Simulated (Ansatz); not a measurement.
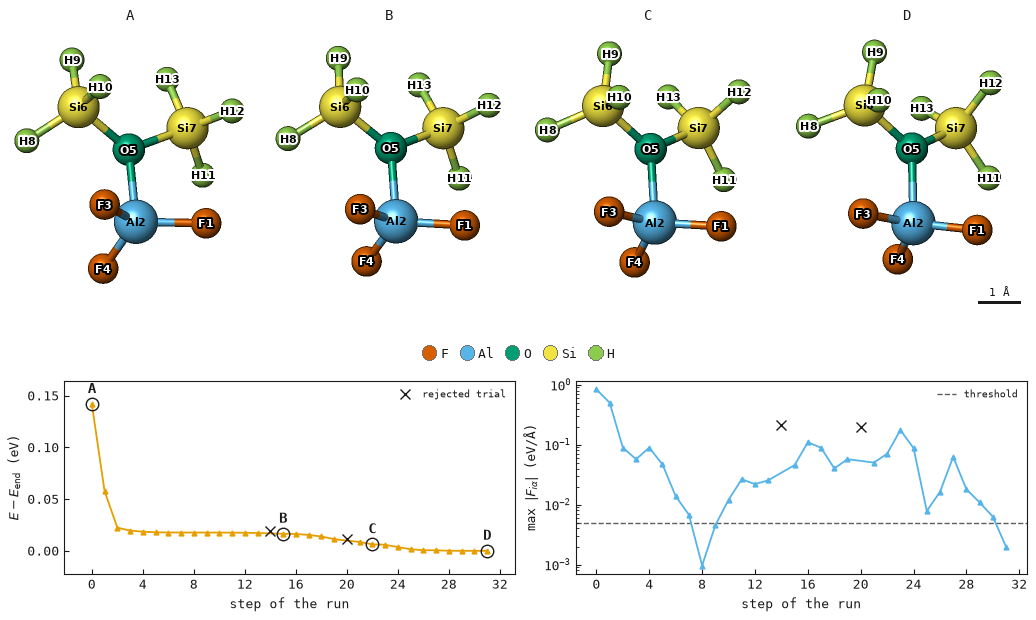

Frames of a relaxation of AlSi$_{2}$H$_{6}$OF$_{3}$, marked on the history of the run. The picture is a ball-and-stick view, seen at a tilt.

The start comes from PBE-D4/def2-SVP.

These are results of RKS PBE0-D4/def2-TZVP (Ansatz), not measurements.

Input
```yaml
crystal:
  periodic: [false, false, false]
  atoms:
    - {symbol: F, position_ang: [-1.321984, -2.110437, -0.421988]}
    - {symbol: Al, position_ang: [-1.498262, -0.496291, -0.898285]}
    - {symbol: F, position_ang: [-2.469352, 0.520211, 0.044579]}
    - {symbol: F, position_ang: [-1.501698, -0.208038, -2.547679]}
    - {symbol: O, position_ang: [0.167416, 0.102025, -0.152128]}
    - {symbol: Si, position_ang: [0.073289, 1.649538, 0.675591]}
    - {symbol: Si, position_ang: [1.332402, -1.184149, 0.125760]}
    - {symbol: H, position_ang: [-0.609513, 2.593189, -0.255104]}
    - {symbol: H, position_ang: [1.510266, 2.031054, 0.881836]}
    - {symbol: H, position_ang: [-0.611876, 1.469018, 1.990357]}
    - {symbol: H, position_ang: [1.388978, -1.983792, -1.131664]}
    - {symbol: H, position_ang: [0.938038, -1.961411, 1.338949]}
    - {symbol: H, position_ang: [2.622696, -0.455618, 0.364576]}
basis:
  gaussian: {orbitals: def2-TZVP}
hamiltonian: {xc: pbe0, dispersion: d4}
relax: {f_tol: 0.005, max_steps: 150}
```

Run as
```bash
ansatz run in.yaml --threads 4 --pin off --events-out ev --progress --plain --max-ram 11315MiB
```

Describe the path.

Answer. The atom that moves furthest after the best rigid fit is H13 (1.01 Å). Largest moves by element: H 1.01 Å, F 0.66 Å, Si 0.28 Å, O 0.23 Å, Al 0.03 Å. Among the contacts that change: O5–Si7 1.757 → 1.706 Å, O5–Si6 1.757 → 1.715 Å, F1–Al2 1.692 → 1.650 Å, Al2–F3 1.693 → 1.663 Å. Bond angles that change, for instance: F1–Al2–O5 95.6° → 103.1°, F4–Al2–O5 109.3° → 103.1°, Al2–O5–Si7 114.1° → 120.0°. Groups turn about O5–Si7 by about 35°, Al2–O5 by about 30°, O5–Si6 by about 25°. The energy falls by 0.142 eV in 29 accepted moves (31 points after the start). The largest force component goes from 0.83 to 0.002 eV/Å. The line search rejected the trial steps at points 14, 20 of the run. The forces were under the threshold at step 8, but the run went on from there. From step 0 to 15: F and H atoms move most (0.25 Å), energy −0.125 eV. From step 15 to 22: H13 moves most (0.45 Å), energy −0.010 eV. From step 22 to 31: H12 moves most (0.34 Å), energy −0.006 eV.

```csv
step,"E − E(0), eV","largest force component, eV/Å",note
0,0.0000,0.8348,
1,-0.0842,0.5008,
2,-0.1194,0.0893,
3,-0.1223,0.0571,
4,-0.1233,0.0891,
5,-0.1239,0.0468,
6,-0.1241,0.0138,
7,-0.1241,0.0068,
8,-0.1242,0.0010,
9,-0.1242,0.0045,
10,-0.1242,0.0120,
11,-0.1242,0.0265,
12,-0.1243,0.0219,
13,-0.1246,0.0254,
14,-0.1226,0.2134,rejected
16,-0.1255,0.1095,
17,-0.1265,0.0888,
18,-0.1279,0.0401,
19,-0.1305,0.0572,
20,-0.1300,0.1958,rejected
21,-0.1333,0.0502,
22,-0.1356,0.0705,
23,-0.1359,0.1748,
24,-0.1382,0.0877,
25,-0.1403,0.0078,
27,-0.1413,0.0625,
28,-0.1418,0.0180,
29,-0.1418,0.0109,
30,-0.1418,0.0063,
31,-0.1418,0.0020,
```
